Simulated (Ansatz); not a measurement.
BSiH$_{4}$Cl$_{3}$: molecular dynamics (part 3 of 3)

Continued. System: BSiH$_{4}$Cl$_{3}$. Method: UKS r2SCANh/STO-3G (Ansatz 0.2.0). It belongs to a series of runs on one base structure; here: dynamics from the start.

Geometry of the input (Å):
```
B  -0.7257  -0.9956  0.4279
Cl -1.9244  0.1788  -0.9564
Cl -0.5822  -2.6006  -0.3031
Cl -1.5536  -0.8945  1.9874
H  -0.4448  1.1129  -0.8338
Si 1.0332  0.4032  0.0890
H  0.4402  1.7078  -0.7162
H  1.7100  1.0996  1.1774
H  2.0474  -0.0118  -0.8722
```

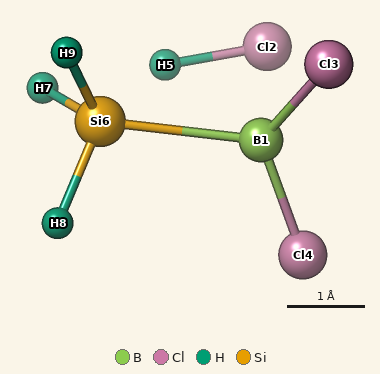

Fig. 1: The geometry at step 68 of the log (ball-and-stick view, seen at an oblique angle; atoms are numbered from 1 in the order of the input).

### Trajectory as extended XYZ, continued
```
9
Properties=species:S:1:pos:R:3:forces:R:3 step=48 time_fs=24.0 energy=-45678.04380 temperature=992.8
B    -0.5250   -0.8969    0.4196   -1.5784  -2.4265   0.4837
Cl   -1.9225    0.1942   -0.9455   -3.4219  -2.2955  -0.7619
Cl   -0.5639   -2.6210   -0.3182    0.4260   1.2024   0.3401
Cl   -1.5299   -0.8501    1.9649    0.6675   0.2184  -0.2586
H    -1.0407    1.1121   -0.9333    2.4314   2.7629  -0.1143
Si    0.9316    0.3324    0.1149    1.7721   1.8936  -0.1343
H     0.4045    1.5653   -0.5860    0.1053  -0.9088   0.4679
H     1.5142    0.8728    1.3350   -0.1324  -0.2820  -0.1954
H     2.0078   -0.1089   -0.7551   -0.2696  -0.1645   0.1728
9
Properties=species:S:1:pos:R:3:forces:R:3 step=49 time_fs=24.5 energy=-45678.08254 temperature=1035.3
B    -0.5307   -0.9060    0.4246   -1.2632  -2.1498   0.3386
Cl   -1.9244    0.1945   -0.9464   -3.4522  -2.2286  -0.8106
Cl   -0.5627   -2.6194   -0.3182    0.3991   1.0777   0.3172
Cl   -1.5277   -0.8486    1.9632    0.5558   0.1909  -0.1130
H    -1.0273    1.0952   -0.9182    2.4251   2.7648  -0.1119
Si    0.9305    0.3329    0.1150    1.7972   1.3218   0.0003
H     0.4361    1.5600   -0.5694   -0.1369  -0.5812   0.2397
H     1.5089    0.8610    1.3335   -0.0504  -0.2227  -0.0324
H     2.0090   -0.1132   -0.7494   -0.2746  -0.1729   0.1721
9
Properties=species:S:1:pos:R:3:forces:R:3 step=51 time_fs=25.5 energy=-45678.18225 temperature=1142.8
B    -0.5427   -0.9254    0.4349   -0.6484  -1.5113  -0.0129
Cl   -1.9289    0.1948   -0.9483   -2.6429  -1.2994  -0.8392
Cl   -0.5602   -2.6161   -0.3182    0.3490   0.7891   0.2566
Cl   -1.5234   -0.8456    1.9596    0.3141   0.1365   0.2169
H    -0.9840    1.0807   -0.8889    1.5808   1.9355  -0.1410
Si    0.9287    0.3342    0.1153    1.8216  -0.0798   0.3879
H     0.4978    1.5461   -0.5352   -0.6577   0.3018  -0.3206
H     1.4981    0.8358    1.3309    0.1284  -0.0853   0.3182
H     2.0095   -0.1232   -0.7369   -0.2449  -0.1872   0.1341
9
Properties=species:S:1:pos:R:3:forces:R:3 step=53 time_fs=26.5 energy=-45678.19648 temperature=1158.0
B    -0.5553   -0.9462    0.4451   -0.0656  -0.7957  -0.4157
Cl   -1.9340    0.1948   -0.9504   -1.2586   0.0134  -0.7537
Cl   -0.5576   -2.6125   -0.3180    0.3038   0.4532   0.1742
Cl   -1.5189   -0.8425    1.9561    0.0540   0.0872   0.5870
H    -0.9258    1.0844   -0.8610    0.1999   0.6777  -0.2454
Si    0.9276    0.3355    0.1157    1.7620  -1.5594   0.8667
H     0.5533    1.5351   -0.5040   -1.1110   1.2753  -0.8867
H     1.4885    0.8097    1.3313    0.2855   0.0453   0.6203
H     2.0076   -0.1349   -0.7231   -0.1700  -0.1970   0.0533
9
Properties=species:S:1:pos:R:3:forces:R:3 step=55 time_fs=27.5 energy=-45678.09228 temperature=1045.0
B    -0.5680   -0.9678    0.4549    0.4735  -0.0513  -0.8270
Cl   -1.9396    0.1947   -0.9528   -0.0461   1.0358  -0.6165
Cl   -0.5550   -2.6087   -0.3179    0.2636   0.0790   0.0685
Cl   -1.5144   -0.8394    1.9528   -0.2152   0.0471   0.9786
H    -0.8656    1.0948   -0.8355   -0.9814  -0.3279  -0.3713
Si    0.9270    0.3363    0.1164    1.5593  -2.6342   1.2859
H     0.5982    1.5362   -0.4812   -1.3562   1.9170  -1.2358
H     1.4817    0.7841    1.3375    0.3711   0.1337   0.7725
H     2.0041   -0.1485   -0.7089   -0.0686  -0.1991  -0.0548
9
Properties=species:S:1:pos:R:3:forces:R:3 step=57 time_fs=28.5 energy=-45677.96626 temperature=906.9
B    -0.5803   -0.9893    0.4640    0.9601   0.6799  -1.2054
Cl   -1.9451    0.1949   -0.9553    0.7230   1.6073  -0.4911
Cl   -0.5523   -2.6050   -0.3177    0.2287  -0.3229  -0.0596
Cl   -1.5099   -0.8363    1.9497   -0.4818   0.0179   1.3696
H    -0.8145    1.1024   -0.8135   -1.7024  -0.9088  -0.4666
Si    0.9270    0.3361    0.1175    1.2237  -2.9095   1.5165
H     0.6304    1.5552   -0.4701   -1.3415   1.8603  -1.2078
H     1.4783    0.7597    1.3510    0.3573   0.1632   0.7110
H     2.0000   -0.1641   -0.6951    0.0329  -0.1874  -0.1666
9
Properties=species:S:1:pos:R:3:forces:R:3 step=59 time_fs=29.5 energy=-45677.88101 temperature=812.3
B    -0.5917   -1.0103    0.4720    1.3925   1.3683  -1.5140
Cl   -1.9505    0.1956   -0.9579    1.0961   1.8318  -0.4038
Cl   -0.5495   -2.6014   -0.3175    0.1980  -0.7411  -0.2077
Cl   -1.5056   -0.8332    1.9470   -0.7339  -0.0010   1.7361
H    -0.7795    1.1014   -0.7960   -2.0247  -1.1508  -0.5198
Si    0.9274    0.3350    0.1192    0.8525  -2.4191   1.5639
H     0.6498    1.5916   -0.4702   -1.1424   1.1263  -0.8486
H     1.4783    0.7369    1.3711    0.2550   0.1413   0.4491
H     1.9961   -0.1814   -0.6830    0.1069  -0.1557  -0.2551
9
Properties=species:S:1:pos:R:3:forces:R:3 step=60 time_fs=30.0 energy=-45677.84893 temperature=776.5
B    -0.5969   -1.0203    0.4756    1.5900   1.6899  -1.6326
Cl   -1.9530    0.1961   -0.9593    1.1680   1.8548  -0.3771
Cl   -0.5481   -2.5996   -0.3174    0.1836  -0.9521  -0.2879
Cl   -1.5036   -0.8317    1.9458   -0.8509  -0.0076   1.9027
H    -0.7691    1.0969   -0.7890   -2.0759  -1.1801  -0.5331
Si    0.9277    0.3341    0.1202    0.6886  -2.0071   1.5484
H     0.6552    1.6143   -0.4736   -1.0128   0.6150  -0.6047
H     1.4793    0.7260    1.3830    0.1829   0.1181   0.2675
H     1.9945   -0.1906   -0.6778    0.1266  -0.1310  -0.2831
9
Properties=species:S:1:pos:R:3:forces:R:3 step=62 time_fs=31.0 energy=-45677.78417 temperature=704.8
B    -0.6064   -1.0392    0.4815    1.9517   2.2804  -1.7842
Cl   -1.9579    0.1975   -0.9621    1.1249   1.7741  -0.3606
Cl   -0.5452   -2.5963   -0.3174    0.1552  -1.3692  -0.4567
Cl   -1.4996   -0.8286    1.9439   -1.0602  -0.0175   2.1885
H    -0.7632    1.0794   -0.7790   -2.0140  -1.1008  -0.5381
Si    0.9285    0.3319    0.1227    0.4402  -1.1202   1.4852
H     0.6592    1.6629   -0.4841   -0.7498  -0.4459  -0.1075
H     1.4824    0.7050    1.4082    0.0280   0.0637  -0.1287
H     1.9923   -0.2099   -0.6694    0.1241  -0.0646  -0.2980
9
Properties=species:S:1:pos:R:3:forces:R:3 step=64 time_fs=32.0 energy=-45677.71260 temperature=626.1
B    -0.6140   -1.0561    0.4859    2.2730   2.7942  -1.8152
Cl   -1.9625    0.1993   -0.9650    0.8362   1.5426  -0.4000
Cl   -0.5424   -2.5934   -0.3174    0.1254  -1.7663  -0.6291
Cl   -1.4959   -0.8255    1.9425   -1.2299  -0.0272   2.3969
H    -0.7764    1.0515   -0.7741   -1.7499  -0.8567  -0.5128
Si    0.9294    0.3292    0.1256    0.2954  -0.3810   1.3921
H     0.6560    1.7074   -0.4957   -0.5127  -1.3418   0.3102
H     1.4857    0.6846    1.4322   -0.1056   0.0161  -0.4840
H     1.9912   -0.2299   -0.6639    0.0682   0.0200  -0.2581
9
Properties=species:S:1:pos:R:3:forces:R:3 step=66 time_fs=33.0 energy=-45677.64794 temperature=554.7
B    -0.6197   -1.0705    0.4886    2.5502   3.2266  -1.7335
Cl   -1.9669    0.2016   -0.9681    0.2444   1.1278  -0.5071
Cl   -0.5394   -2.5909   -0.3176    0.0932  -2.1254  -0.7940
Cl   -1.4925   -0.8224    1.9418   -1.3540  -0.0414   2.5185
H    -0.8063    1.0155   -0.7741   -1.2277  -0.4223  -0.4430
Si    0.9305    0.3265    0.1291    0.2173   0.0978   1.2528
H     0.6478    1.7392   -0.5043   -0.3090  -1.9660   0.6096
H     1.4881    0.6643    1.4516   -0.1899  -0.0104  -0.7259
H     1.9908   -0.2496   -0.6608   -0.0246   0.1131  -0.1773
9
Properties=species:S:1:pos:R:3:forces:R:3 step=68 time_fs=34.0 energy=-45677.59761 temperature=498.8
B    -0.6231   -1.0820    0.4898    2.7694   3.5751  -1.5635
Cl   -1.9712    0.2042   -0.9712   -0.7408   0.4657  -0.6934
Cl   -0.5365   -2.5890   -0.3181    0.0592  -2.4287  -0.9388
Cl   -1.4895   -0.8193    1.9418   -1.4287  -0.0631   2.5522
H    -0.8477    0.9757   -0.7783   -0.3373   0.2566  -0.3046
Si    0.9316    0.3237    0.1329    0.1594   0.2960   1.0581
H     0.6367    1.7523   -0.5073   -0.1415  -2.2984   0.7868
H     1.4887    0.6440    1.4642   -0.2119  -0.0068  -0.8162
H     1.9901   -0.2683   -0.6594   -0.1279   0.2037  -0.0806
9
Properties=species:S:1:pos:R:3:forces:R:3 step=70 time_fs=35.0 energy=-45677.55409 temperature=450.8
B    -0.6240   -1.0904    0.4896    2.9090   3.8356  -1.3414
Cl   -1.9757    0.2069   -0.9746   -2.0940  -0.4327  -0.9461
Cl   -0.5335   -2.5878   -0.3188    0.0261  -2.6583  -1.0507
Cl   -1.4869   -0.8162    1.9424   -1.4521  -0.0932   2.5045
H    -0.8920    0.9384   -0.7853    0.9307   1.1601  -0.0910
Si    0.9328    0.3211    0.1372    0.0867   0.2043   0.8265
H     0.6242    1.7436   -0.5027   -0.0232  -2.3301   0.8371
H     1.4874    0.6237    1.4690   -0.1694   0.0324  -0.7436
H     1.9882   -0.2850   -0.6588   -0.2137   0.2819   0.0048
9
Properties=species:S:1:pos:R:3:forces:R:3 step=71 time_fs=35.5 energy=-45677.53880 temperature=434.5
B    -0.6235   -1.0933    0.4890    2.9422   3.9305  -1.2229
Cl   -1.9782    0.2083   -0.9763   -2.7966  -0.8988  -1.0742
Cl   -0.5320   -2.5875   -0.3192    0.0107  -2.7402  -1.0907
Cl   -1.4858   -0.8147    1.9430   -1.4447  -0.1110   2.4537
H    -0.9117    0.9233   -0.7893    1.6039   1.6227   0.0261
Si    0.9334    0.3198    0.1394    0.0420   0.0404   0.7121
H     0.6178    1.7309   -0.4975    0.0102  -2.2235   0.8091
H     1.4860    0.6136    1.4687   -0.1253   0.0661  -0.6489
H     1.9865   -0.2924   -0.6585   -0.2427   0.3138   0.0357
9
Properties=species:S:1:pos:R:3:forces:R:3 step=73 time_fs=36.5 energy=-45677.56335 temperature=462.8
B    -0.6205   -1.0964    0.4871    2.9256   4.0423  -0.9917
Cl   -1.9837    0.2107   -0.9801   -3.7550  -1.5466  -1.2387
Cl   -0.5290   -2.5874   -0.3203   -0.0158  -2.8294  -1.1331
Cl   -1.4838   -0.8117    1.9447   -1.3932  -0.1501   2.3064
H    -0.9381    0.9058   -0.7968    2.5368   2.2507   0.1900
Si    0.9346    0.3172    0.1440   -0.0448  -0.5534   0.5359
H     0.6051    1.6899   -0.4813    0.0072  -1.7312   0.6283
H     1.4826    0.5940    1.4638    0.0013   0.1587  -0.3610
H     1.9814   -0.3048   -0.6576   -0.2620   0.3589   0.0638
9
Properties=species:S:1:pos:R:3:forces:R:3 step=75 time_fs=37.5 energy=-45677.70069 temperature=612.8
B    -0.6149   -1.0959    0.4843    2.7948   4.0374  -0.7862
Cl   -1.9902    0.2128   -0.9842   -3.5338  -1.4454  -1.1751
Cl   -0.5261   -2.5880   -0.3218   -0.0358  -2.8110  -1.1207
Cl   -1.4821   -0.8087    1.9470   -1.2971  -0.1910   2.1092
H    -0.9409    0.9094   -0.8027    2.3290   2.1140   0.1527
Si    0.9358    0.3144    0.1488   -0.0778  -1.5287   0.5127
H     0.5924    1.6326   -0.4592   -0.1160  -0.8241   0.2564
H     1.4792    0.5759    1.4554    0.1599   0.2746   0.0106
H     1.9737   -0.3139   -0.6562   -0.2232   0.3743   0.0404
9
Properties=species:S:1:pos:R:3:forces:R:3 step=77 time_fs=38.5 energy=-45677.86463 temperature=791.4
B    -0.6068   -1.0919    0.4808    2.5556   3.8990  -0.6137
Cl   -1.9977    0.2144   -0.9886   -2.2643  -0.6812  -0.9165
Cl   -0.5231   -2.5894   -0.3235   -0.0493  -2.6807  -1.0523
Cl   -1.4808   -0.8058    1.9499   -1.1627  -0.2305   1.8722
H    -0.9221    0.9328   -0.8072    1.1041   1.3015  -0.0569
Si    0.9370    0.3111    0.1538    0.0063  -2.8243   0.7219
H     0.5785    1.5677   -0.4348   -0.3783   0.4652  -0.2999
H     1.4774    0.5605    1.4471    0.3157   0.3937   0.3792
H     1.9640   -0.3194   -0.6544   -0.1271   0.3574  -0.0339
9
Properties=species:S:1:pos:R:3:forces:R:3 step=79 time_fs=39.5 energy=-45677.92681 temperature=860.9
B    -0.5964   -1.0844    0.4768    2.2194   3.6135  -0.4681
Cl   -2.0057    0.2159   -0.9933   -0.7589   0.2289  -0.6184
Cl   -0.5201   -2.5916   -0.3255   -0.0570  -2.4418  -0.9317
Cl   -1.4799   -0.8029    1.9533   -0.9975  -0.2657   1.6036
H    -0.8928    0.9685   -0.8123   -0.3240   0.3365  -0.2869
Si    0.9382    0.3068    0.1591    0.2138  -4.1285   1.1306
H     0.5609    1.5073   -0.4133   -0.7347   1.8536  -0.9200
H     1.4785    0.5488    1.4424    0.4252   0.4919   0.6383
H     1.9532   -0.3215   -0.6530    0.0137   0.3117  -0.1475
9
Properties=species:S:1:pos:R:3:forces:R:3 step=81 time_fs=40.5 energy=-45677.92492 temperature=861.6
B    -0.5841   -1.0736    0.4723    1.7961   3.1761  -0.3371
Cl   -2.0140    0.2174   -0.9981    0.4032   0.9149  -0.3847
Cl   -0.5172   -2.5944   -0.3278   -0.0588  -2.1064  -0.7680
Cl   -1.4792   -0.8001    1.9571   -0.8088  -0.2944   1.3110
H    -0.8664    1.0076   -0.8200   -1.3725  -0.4047  -0.4357
Si    0.9394    0.3011    0.1647    0.4304  -4.8406   1.5222
H     0.5363    1.4643   -0.4005   -1.0156   2.7571  -1.3314
H     1.4836    0.5418    1.4437    0.4523   0.5480   0.7006
H     1.9424   -0.3206   -0.6529    0.1737   0.2500  -0.2769
9
Properties=species:S:1:pos:R:3:forces:R:3 step=82 time_fs=41.0 energy=-45677.94549 temperature=885.0
B    -0.5773   -1.0672    0.4699    1.5531   2.9021  -0.2730
Cl   -2.0181    0.2183   -1.0005    0.8040   1.1403  -0.3002
Cl   -0.5157   -2.5960   -0.3290   -0.0571  -1.9085  -0.6738
Cl   -1.4789   -0.7987    1.9592   -0.7078  -0.3056   1.1581
H    -0.8576    1.0261   -0.8254   -1.7021  -0.6571  -0.4720
Si    0.9401    0.2976    0.1677    0.4851  -4.7961   1.6208
H     0.5205    1.4523   -0.3987   -1.0550   2.8494  -1.3703
H     1.4878    0.5402    1.4468    0.4302   0.5561   0.6476
H     1.9376   -0.3192   -0.6538    0.2497   0.2193  -0.3373
9
Properties=species:S:1:pos:R:3:forces:R:3 step=84 time_fs=42.0 energy=-45678.07230 temperature=1024.1
B    -0.5627   -1.0524    0.4650    1.0067   2.2522  -0.1401
Cl   -2.0262    0.2202   -1.0055    1.2728   1.3730  -0.1887
Cl   -0.5128   -2.5996   -0.3316   -0.0477  -1.4665  -0.4697
Cl   -1.4785   -0.7960    1.9635   -0.4964  -0.3209   0.8438
H    -0.8526    1.0580   -0.8395   -2.0041  -0.9437  -0.4763
Si    0.9416    0.2894    0.1741    0.4379  -3.8670   1.5378
H     0.4815    1.4484   -0.4047   -0.8591   2.2706  -1.0793
H     1.4992    0.5411    1.4575    0.3226   0.5301   0.3979
H     1.9298   -0.3149   -0.6582    0.3674   0.1722  -0.4255
9
Properties=species:S:1:pos:R:3:forces:R:3 step=86 time_fs=43.0 energy=-45678.25158 temperature=1220.2
B    -0.5472   -1.0356    0.4600    0.3897   1.4848   0.0089
Cl   -2.0339    0.2225   -1.0105    1.3639   1.3559  -0.1406
Cl   -0.5099   -2.6036   -0.3343   -0.0306  -0.9850  -0.2572
Cl   -1.4783   -0.7934    1.9680   -0.2787  -0.3256   0.5246
H    -0.8666    1.0810   -0.8582   -1.9103  -0.9817  -0.4083
Si    0.9432    0.2800    0.1811    0.2844  -2.2363   1.1615
H     0.4344    1.4658   -0.4208   -0.3862   1.0790  -0.4808
H     1.5136    0.5470    1.4720    0.1590   0.4524   0.0331
H     1.9255   -0.3090   -0.6666    0.4088   0.1566  -0.4413
```
